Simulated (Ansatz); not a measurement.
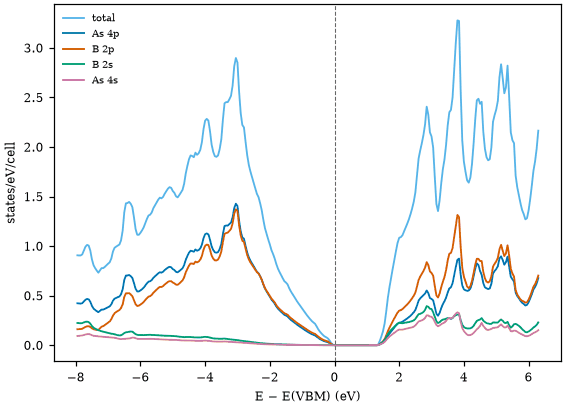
Figure. Total and projected density of states of BAs (wurtzite, P6_3mc), plane-wave PAW r²SCAN (Ansatz code)

Task: Which orbitals carry the states next to the gap?

Result: Top 1 eV of the valence band: B 2p 52 %, As 4p 46 %. Bottom 1 eV of the conduction band: B 2p 32 %, As 4p 21 %, B 2s 21 %, As 4s 14 %, outside the projected shells 12 %. Projections are on Löwdin-orthogonalised atomic valence shells; empty p or d shells of many metals are not among them.

Task: Where is the tallest occupied peak in this window, and what makes it?

Result: Near -3.0 eV, about 2.9 states/eV per cell; the largest projected share is As 4p.

The first step of the workflow began from a Materials Project structure, measured or hypothetical; the Crystallography Open Database copy checked does not list it. It is not the phase usual at ambient conditions (space group No. 216). Symmetry was held in the r²SCAN relaxation; whether a distortion lowers the energy is not shown. Scalar-relativistic: spin–orbit coupling is off unless named, which matters more the heavier the elements.

Potentials: the earlier of the program's two PAW sets. The files were generated under PBE; for other functionals the program regenerates the frozen cores, and for LDA and PBEsol the local potential too.
